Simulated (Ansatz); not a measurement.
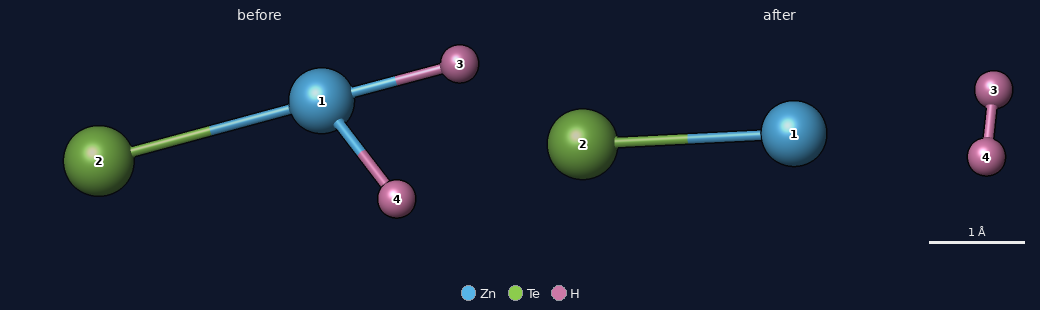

The structure of ZnH2Te before (left) and after (right) a relaxation, at one scale.

A ball-and-stick model, seen at a tilt.

It is one of the separated reactants of a reaction.

Level of theory: RKS PBE-D4/def2-SVP in Ansatz. (force threshold 0.03 eV/Å; at most 250 steps)

### Summarise the run.

H4 moves most after the best rigid fit: 0.86 Å. By element the largest moves are H 0.86 Å, Zn 0.61 Å, Te 0.48 Å. Among the contacts that change: H3–H4 1.635 → 0.780 Å, Zn1–H4 1.530 → 2.216 Å, Zn1–H3 1.542 → 2.219 Å, Zn1–Te2 2.488 → 2.353 Å. New bonds form, among them: H3–H4 (1.64 → 0.78 Å). Bonds break, among them: Zn1–H3 (1.54 → 2.22 Å), Zn1–H4 (1.53 → 2.22 Å). After 11 geometry steps the energy has fallen by 29.0 kcal/mol. Largest force component: 2 eV/Å at the start, 0.019 eV/Å at the end.
